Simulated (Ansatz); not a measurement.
# AlBrCl2H2 (built from SMILES [Cl][Al]([Cl])[Br].[H][H]): a barrier at many levels of theory

Aim: the barrier and energy of one elementary step (Al1–H6 formed, Br2–H5 formed, Al1–Br2 loosened, H5–H6 broken) from LDA up to coupled cluster, on fixed structures, to see where each rung fails.

Program: Ansatz 0.2.0, Gaussian basis. Level of theory: single points in def2-TZVPP on PBE0-D4/def2-TZVP structures. These are calculated values, not measurements.

Levels: SPW92, PBE-D4, BLYP-D4, r2SCAN-D4, B97M-V, PBE0-D4, B3LYP-D4, r2SCAN0-D4, BHLYP-D4, CAM-B3LYP-D4, wB97X-V, wB97M-V, B2PLYP, PBE-QIDH, RPA on PBE, Hartree-Fock, MP2, CCSD, CCSD(T). The reference is CCSD(T) at the basis limit, from triple and quadruple zeta. Zero-point energies come from PBE0-D4 vibrations.

Cores are frozen in the correlated methods. Filled d shells of the heavier atoms are correlated. B3LYP uses VWN-RPA correlation. B2PLYP carries no dispersion term here.

22 further runs of the same task are left out: 22 set aside as unsound or not needed.

### Step 1. Start, saddle and end, as given

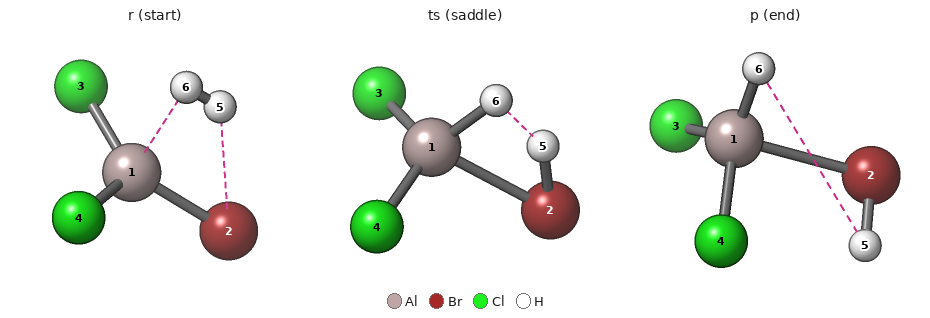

Start, saddle and end (aluminium light grey, bromine red, chlorine green, hydrogen white); broken lines mark the pairs that change.

Charge 0, multiplicity 1. The folders r, ts and p hold the start, the saddle and the end; their coordinates stand in the first inputs.

| pair | r (Å) | ts (Å) | p (Å) |
| --- | --- | --- | --- |
| Al1–H6 | 2.277 | 1.628 | 1.566 |
| Br2–H5 | 2.995 | 1.541 | 1.427 |
| Al1–Br2 | 2.236 | 2.611 | 2.756 |
| H5–H6 | 0.757 | 1.379 | 3.909 |

### Step 2. wB97M-V/def2-TZVPP

Contents of r/in.yaml:

```yaml
crystal:
  periodic: [false, false, false]
  atoms:
    - {symbol: Al, position_ang: [-0.666044, -0.112659, 0.018751]}
    - {symbol: Br, position_ang: [-0.356775, -1.990208, 1.193491]}
    - {symbol: Cl, position_ang: [-0.895908, -0.211306, -2.044007]}
    - {symbol: Cl, position_ang: [-1.129242, 1.656782, 1.004565]}
    - {symbol: H, position_ang: [1.588206, 0.016194, 0.117040]}
    - {symbol: H, position_ang: [1.459764, 0.641196, -0.289940]}
basis:
  gaussian: {orbitals: def2-TZVPP}
hamiltonian: {xc: {name: wB97M-V}}
```

Contents of ts/in.yaml:

```yaml
crystal:
  periodic: [false, false, false]
  atoms:
    - {symbol: Al, position_ang: [-0.300522, 0.418416, -0.279320]}
    - {symbol: Br, position_ang: [0.225546, -1.743664, 1.086612]}
    - {symbol: Cl, position_ang: [-1.098652, -0.187687, -2.105186]}
    - {symbol: Cl, position_ang: [-1.335206, 1.707760, 0.988215]}
    - {symbol: H, position_ang: [1.184940, -0.684438, 0.509689]}
    - {symbol: H, position_ang: [1.323894, 0.489613, -0.200110]}
basis:
  gaussian: {orbitals: def2-TZVPP}
hamiltonian: {xc: {name: wB97M-V}}
```

Contents of p/in.yaml:

```yaml
crystal:
  periodic: [false, false, false]
  atoms:
    - {symbol: Al, position_ang: [-0.115262, 0.635738, -0.567442]}
    - {symbol: Br, position_ang: [0.885826, -1.691975, 0.517689]}
    - {symbol: Cl, position_ang: [-1.489854, -0.199095, -1.917079]}
    - {symbol: Cl, position_ang: [-0.896146, 1.315973, 1.275313]}
    - {symbol: H, position_ang: [0.375746, -1.279777, 1.785324]}
    - {symbol: H, position_ang: [1.239690, 1.219136, -1.093905]}
basis:
  gaussian: {orbitals: def2-TZVPP}
hamiltonian: {xc: {name: wB97M-V}}
```

No record of the launch command was kept for these runs.

After this run come: CCSD(T)/def2-TZVPP; MP2/def2-QZVPP; Vibrations of the start structure; Vibrations of the end structure.

Q: Predict the outcome of this session. Wanted: barrier, CCSD(T)/CBS; reverse barrier, CCSD(T)/CBS; step energy, CCSD(T)/CBS; barrier with zero-point energy; step energy with zero-point energy; imaginary mode at the saddle; largest T1 diagnostic.

As calculated:

| quantity | value |
| --- | --- |
| barrier, CCSD(T)/CBS | 148.3 kJ/mol |
| reverse barrier, CCSD(T)/CBS | 36.4 kJ/mol |
| step energy, CCSD(T)/CBS | +111.9 kJ/mol |
| barrier with zero-point energy | 146.0 kJ/mol |
| step energy with zero-point energy | +111.8 kJ/mol |
| imaginary mode at the saddle | 510i cm⁻¹ |
| largest T1 diagnostic | 0.008 |

What this shows: The functionals run from wB97M-V, off by -2.2 kJ/mol, to SPW92, off by -45.6 kJ/mol, against CCSD(T)/CBS. Mean unsigned error by rung: LDA 45.6, GGA 22.7, meta-GGA 17.1, hybrid 9.3, range-separated hybrid 3.9, double hybrid 3.8 kJ/mol. PBE-D4 gives a barrier 27.3 kJ/mol too low, outside chemical accuracy (1 kcal/mol, 4.2 kJ/mol). Every functional without exact exchange puts the barrier too low, the usual mark of self-interaction error, which favours the spread-out density of a saddle. The barrier rises with the share of exact exchange, from BLYP-D4 through B3LYP-D4 to BHLYP-D4 (-18.1, -9.9, +3.6 kJ/mol). Hartree-Fock, with no correlation, is off by +29.2 kJ/mol. Zero-point motion lowers the barrier by 2.3 kJ/mol.
